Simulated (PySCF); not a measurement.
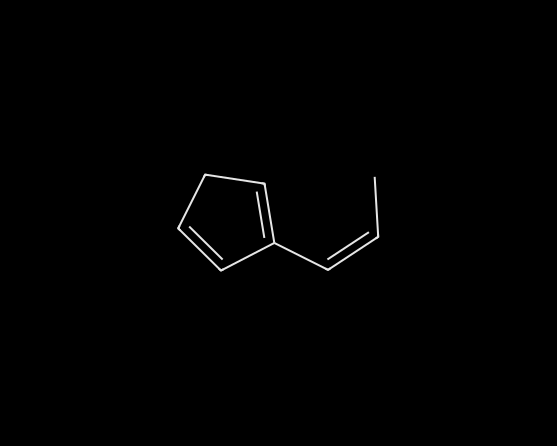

2D structure.

Transcribe the drawing into SMILES.

Answer. C/C=C\C1=CCC=C1

Give the formula, hydrogens included.

Answer. C8H10.

An optimisation with GFN2-xTB gave a structure of which point group?

Answer. Cs. Other conformers may differ.

The parts below concern this one geometry. Atoms keep their numbers from picture to picture. The geometry was computed by an optimisation with GFN2-xTB. No frequency run is at hand to confirm it as a minimum.

## Shape

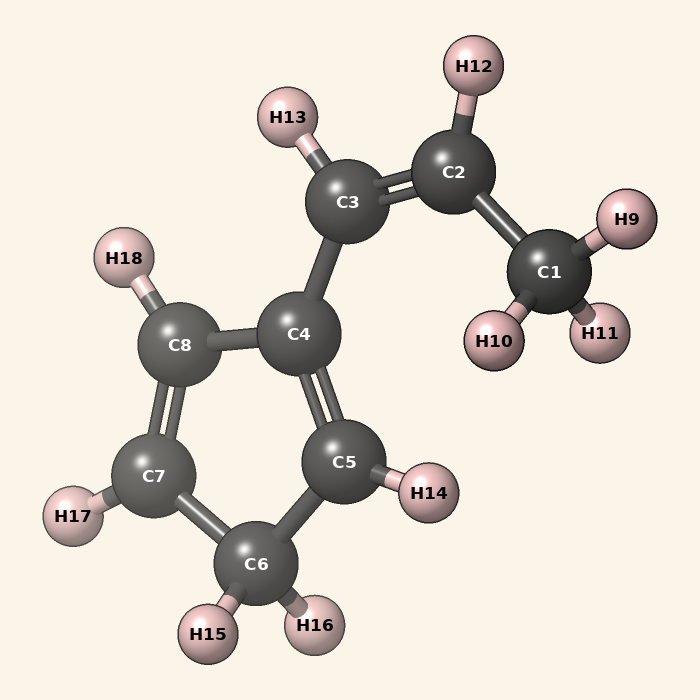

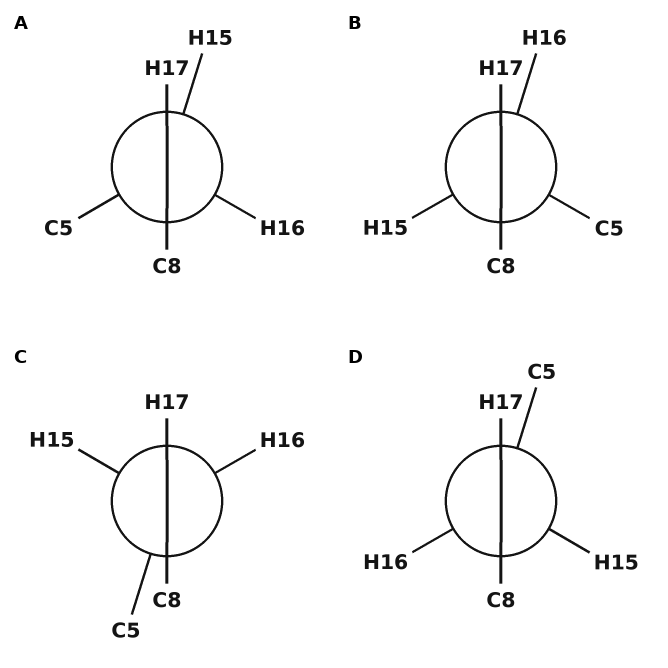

Atoms fade into the background with distance from the viewer. Bonds that would overlap in a projection are set slightly apart. No frequency run is at hand to confirm it as a minimum.

Which Newman projection shows the view along C7–C6, with C7 in front?

Answer. C. The torsion angle C8–C7–C6–C5 is 0°, synperiplanar (eclipsed).

## NMR shielding

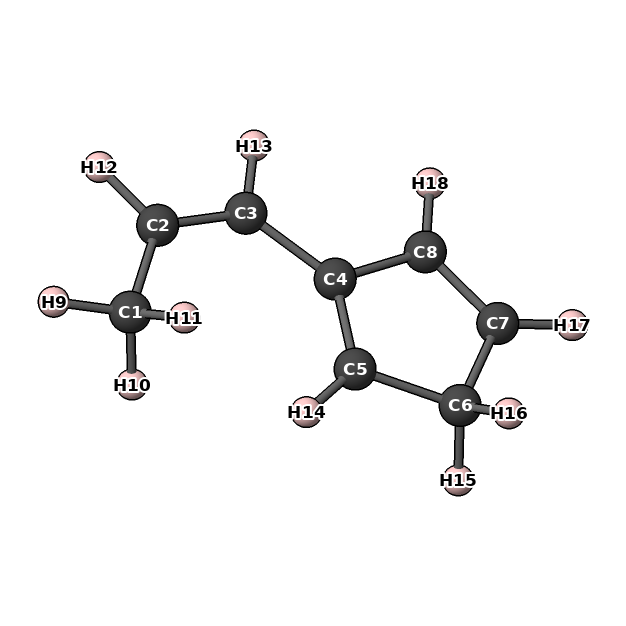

The questions are on isotropic NMR shieldings of the H atoms. No frequency run is at hand to confirm it as a minimum. Method: GIAO PBE0/pcSseg-1 NMR shielding, non-relativistic, gas phase (PySCF 2.14.0).

Which H atom is the most shielded (lowest chemical shift)?

Answer. H10, H11 (29.69 to 29.70 ppm).

Which H atom is the least shielded (highest chemical shift)?

Answer. H18 (24.96 ppm).

How wide is the range of H shifts?

Answer. 4.74 ppm.

Give the isotropic NMR shieldings of the H atoms atom by atom.

| atom | σ (ppm) |
| --- | --- |
| H9 | 29.68 |
| H10 | 29.70 |
| H11 | 29.69 |
| H12 | 25.42 |
| H13 | 25.14 |
| H14 | 25.29 |
| H15 | 28.37 |
| H16 | 28.37 |
| H17 | 25.03 |
| H18 | 24.96 |

## Electronic properties

No frequency run is at hand to confirm it as a minimum. Level of theory: PBE0/def2-SVPD, gas phase (PySCF 2.14.0). Excitations: vertical, linear response.

Estimate the HOMO energy (Kohn–Sham orbital).

Answer. −6.02 eV.

Estimate the dipole moment.

Answer. 0.66 D.

Estimate the lowest vertical singlet excitation.

Answer. 4.52 eV.

Give the HOMO–LUMO gap at this level.

Answer. 5.04 eV.

## Ring current

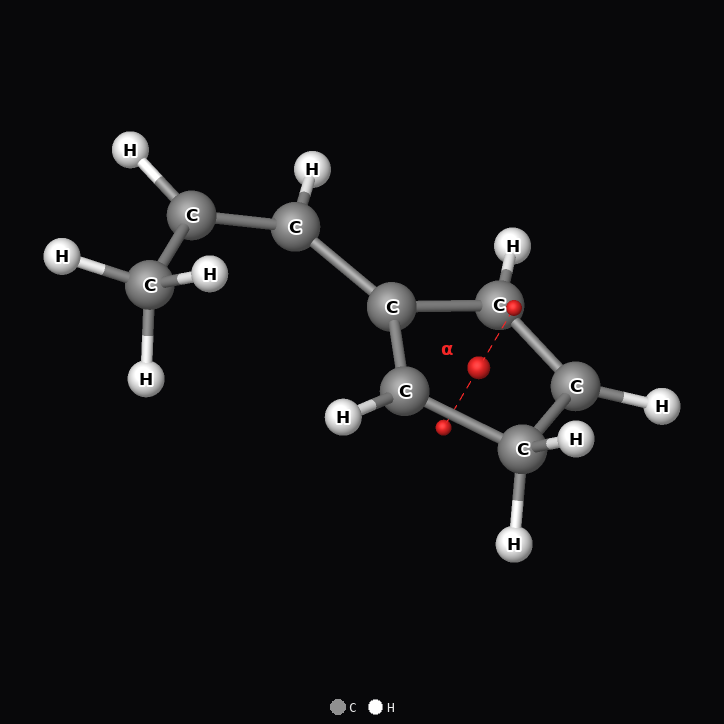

The small points mark where nucleus-independent chemical shifts (NICS) were computed: at the centre of each lettered ring and 1 Å above and below it. No frequency run is at hand to confirm it as a minimum. Properties computed with GIAO PBE0/pcSseg-1 NMR shielding, non-relativistic, gas phase (PySCF 2.14.0).

Give NICS(0), NICS(1) and the out-of-plane component NICS(1)zz for each ring (means of the two sides).

| ring | members | NICS(0) | NICS(1) | NICS(1)zz |
| --- | --- | --- | --- | --- |
| α | C5 | −3.1 | −5.7 | −11.5 |

Values in ppm.
